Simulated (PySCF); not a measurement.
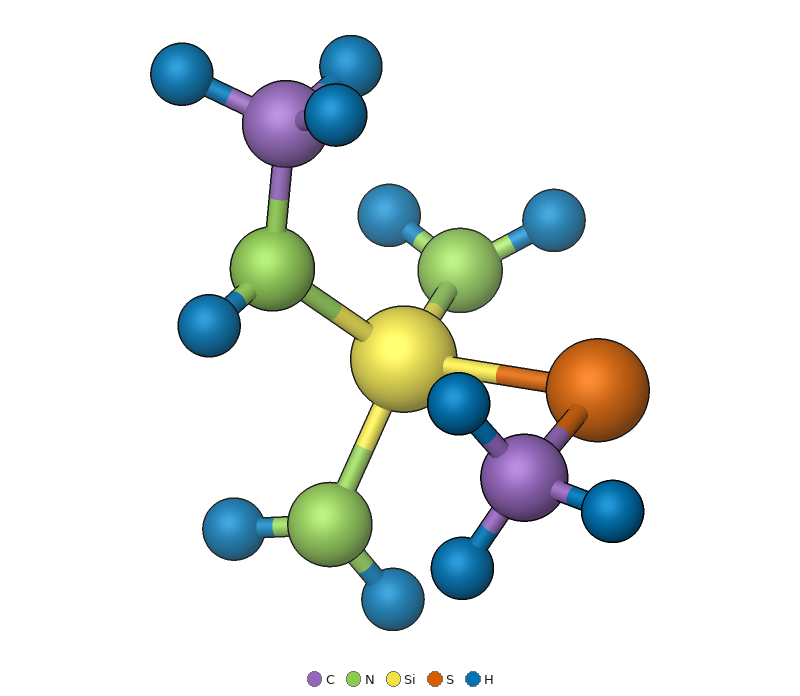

The computed structure is the end point of a GFN2-xTB optimisation. No frequency run is at hand to confirm it as a minimum. Level of theory: ωB97X-D/def2-SVPD, gas phase (PySCF 2.14.0). Excitations: vertical, linear response.

Predict the main results.

The species is C2H11N3SSi (`CN[Si](N)(N)SC`).
- dipole moment: 2.09 D
- HOMO energy (Kohn–Sham orbital): −8.19 eV
- LUMO energy (Kohn–Sham orbital): 1.94 eV
- HOMO–LUMO gap: 10.13 eV
- mean static polarisability: 94.0 bohr³
- lowest vertical singlet excitation: 5.83 eV
- its oscillator strength: 0.003
- brightest of the 8 lowest singlets: 6.90 eV
- its oscillator strength: 0.06

The geometry is semi-empirical. Around Si such bond lengths and angles can be off by a tenth of an ångström or more and by several degrees, and values that hang on the shape move with them.
